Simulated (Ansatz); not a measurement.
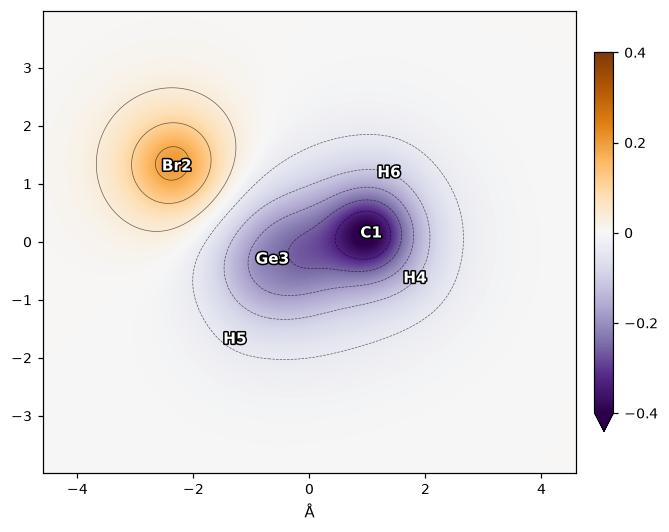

CH3BrGe (SMILES [CH2]=[GeH][Br]). The HOMO on a plane 0.8 Å above the molecular plane (values in Å⁻³ᐟ²; the overall sign is arbitrary).

Geometry: PBE0-D3(BJ)/pcseg-1.

The calculation used Ansatz, isolated molecule in a Gaussian basis; Kohn-Sham density functional theory, functional PBE0.

| atom | x (Å) | y (Å) | z (Å) |
| --- | --- | --- | --- |
| C | -0.5992 | -0.5151 | 0.8720 |
| Br | 2.9302 | -0.8732 | 0.6953 |
| Ge | 0.8266 | -0.5109 | -0.1688 |
| H | -1.5812 | -0.3411 | 0.4366 |
| H | 0.9293 | -0.2917 | -1.6693 |
| H | -0.5192 | -0.6881 | 1.9417 |

Q: Where does this orbital lie, and at what energy?

A: Its weight (Hirshfeld) is mainly on C1 (about 45 %), Ge3 (about 35 %) and Br2 (about 10 %); it changes sign across the molecular plane (π type); π-bonding across C1–Ge3. Its energy is −6.67 eV.
